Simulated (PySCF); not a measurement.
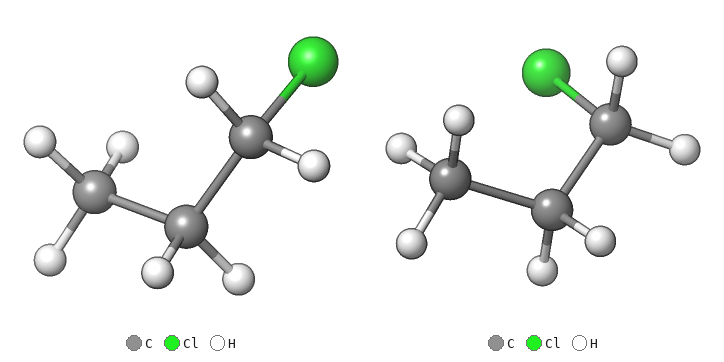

Both panels show the same species.

Computed geometry: PBE0-D3(BJ)/def2-SVP optimisation. No frequency run is at hand to confirm it as a minimum.

Description:

The molecule is C3H7Cl. Its SMILES string is `CCCCl`. It has no ring. Among its groups: C–Cl bond. This geometry has C1 symmetry. Coordination: 3 C tetrahedral.

The parts below concern this one geometry. Atoms keep their numbers from picture to picture.

### Geometry

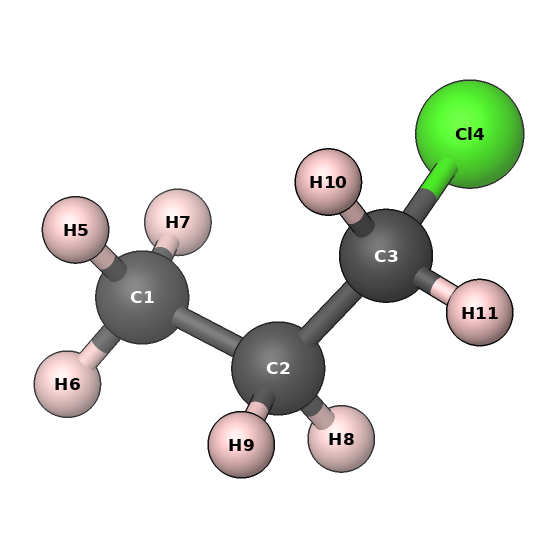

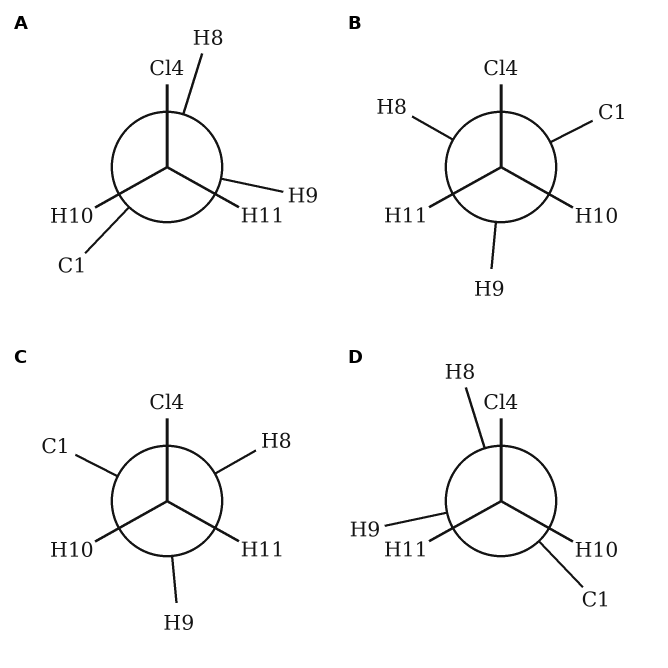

Atoms fade into the background with distance from the viewer. Bonds that would overlap in a projection are set slightly apart. No frequency run is at hand to confirm it as a minimum.

Question: Which Newman projection shows the view along C3–C2, with C3 in front?

Answer: C. The torsion angle Cl4–C3–C2–C1 is −63°, synclinal (gauche).

### Bond orders

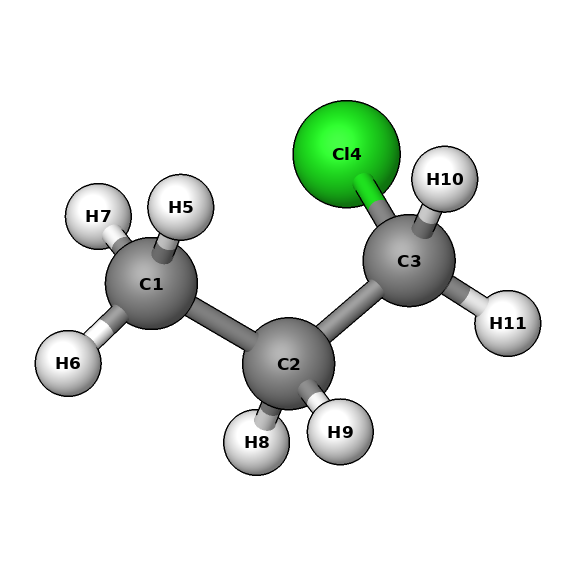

Every bond is drawn as one stick. No frequency run is at hand to confirm it as a minimum. Method: PBE0/pcSseg-1 (PySCF 2.14.0).

List the Mayer bond orders of C1–C2, C1–H5, C1–H6, C1–H7, C2–C3, C2–H8, C2–H9, C3–Cl4, C3–H10, C3–H11.

```csv
bond,Mayer order,length (Å)
C1–C2,1.05,1.519
C1–H5,0.97,1.102
C1–H6,0.97,1.100
C1–H7,0.96,1.100
C2–C3,1.03,1.514
C2–H8,0.94,1.103
C2–H9,0.94,1.105
C3–Cl4,0.97,1.794
C3–H10,0.94,1.100
C3–H11,0.94,1.098
```

### NMR shielding

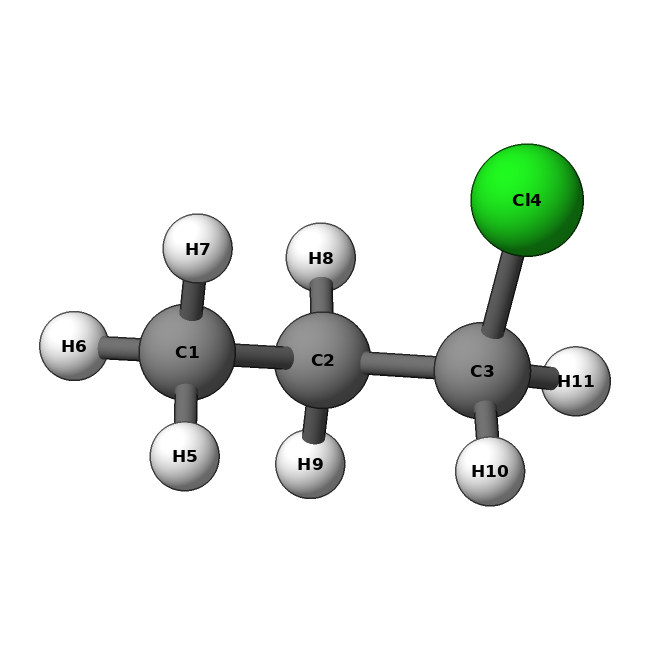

No frequency run is at hand to confirm it as a minimum. Method: GIAO PBE0/pcSseg-1 NMR shielding, non-relativistic, gas phase (PySCF 2.14.0). Principal shieldings σ11 ≤ σ22 ≤ σ33, span Ω = σ33 − σ11, skew κ = 3(σiso − σ22)/Ω.

Give the shielding tensors of the Cl atoms.

| atom | σ11 | σ22 | σ33 | σiso | Ω | κ |
| --- | --- | --- | --- | --- | --- | --- |
| Cl4 | 699.6 | 845.4 | 1084.3 | 876.4 | 384.7 | 0.24 |

Shieldings and span in ppm.

### Charges

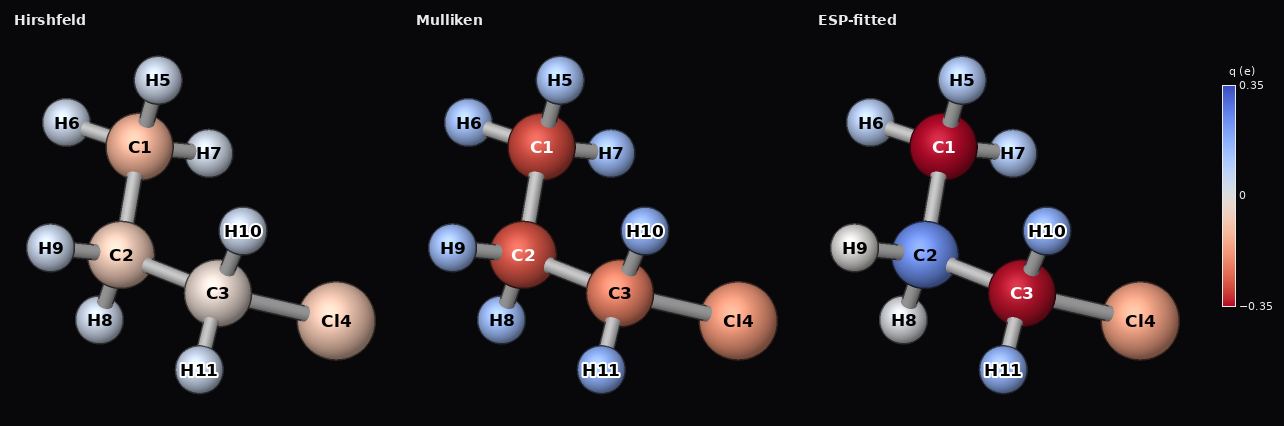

Atomic charges of one calculation by 3 schemes, on one colour scale. No frequency run is at hand to confirm it as a minimum. Computed with PBE0/pcSseg-1 (PySCF 2.14.0).

Question: On which atom do the schemes disagree most?

Answer: On C2 (from −0.28 to 0.23 e).

List the charges (e), one line for each set of equivalent atoms.

```json
{"atom": "C1", "Hirshfeld": "−0.12", "Mulliken": "−0.29", "ESP-fitted": "−0.34"}
{"atom": "C2", "Hirshfeld": "−0.07", "Mulliken": "−0.28", "ESP-fitted": "0.23"}
{"atom": "C3", "Hirshfeld": "−0.03", "Mulliken": "−0.21", "ESP-fitted": "−0.34"}
{"atom": "Cl4", "Hirshfeld": "−0.08", "Mulliken": "−0.17", "ESP-fitted": "−0.15"}
{"atom": "H5", "Hirshfeld": "0.04", "Mulliken": "0.11", "ESP-fitted": "0.10"}
{"atom": "H6", "Hirshfeld": "0.04", "Mulliken": "0.12", "ESP-fitted": "0.08"}
{"atom": "H7", "Hirshfeld": "0.03", "Mulliken": "0.13", "ESP-fitted": "0.10"}
{"atom": "H8", "Hirshfeld": "0.04", "Mulliken": "0.13", "ESP-fitted": "0.01"}
{"atom": "H9", "Hirshfeld": "0.05", "Mulliken": "0.13", "ESP-fitted": "0.00"}
{"atom": "H10", "Hirshfeld": "0.05", "Mulliken": "0.16", "ESP-fitted": "0.17"}
{"atom": "H11", "Hirshfeld": "0.05", "Mulliken": "0.16", "ESP-fitted": "0.16"}
```

Mulliken values depend strongly on the basis set and can even reverse the polarity of a bond.
